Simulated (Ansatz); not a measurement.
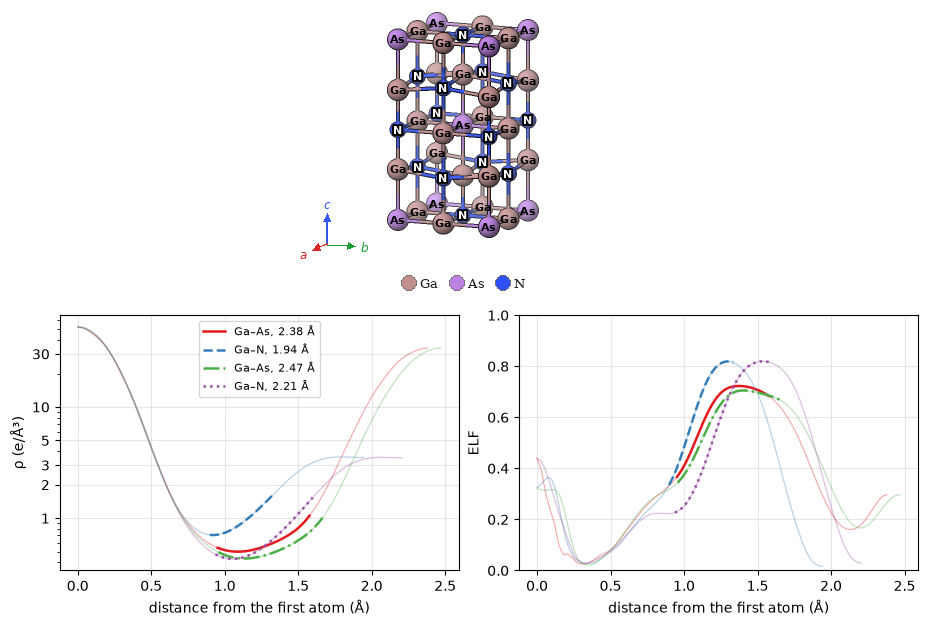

Ga₄AsN₃. Valence electron density and electron localisation function along straight lines between neighbouring atoms. Thin, pale parts lie inside the atomic spheres. The structure is drawn too.

Space group I4/mmm; a structure generated by program, which may or may not match a known phase.

Method: DFT PBE, scalar-relativistic, plane waves, PAW (Ansatz 0.2.0).

The density is the valence pseudo-density of a PAW calculation; it isn't the true density close to the nuclei.

Compare the contacts.

Ga–As (2.38 Å): ρ is about 0.52 e/Å³ halfway; the ELF peaks at about 0.70 between the atoms.
Ga–N (1.94 Å): ρ at the midpoint is about 0.72 e/Å³; the ELF peaks at about 0.80 in the valence shell of N, 0.7 Å from its nucleus, and is about 0.45 at the midpoint.
Ga–As (2.47 Å): ρ at the midpoint is about 0.45 e/Å³; the ELF peaks at about 0.70 between the atoms.
Ga–N (2.21 Å): ρ at the midpoint is about 0.44 e/Å³; the ELF peaks at about 0.80 in the valence shell of N, 0.7 Å from its nucleus, and is about 0.35 at the midpoint.
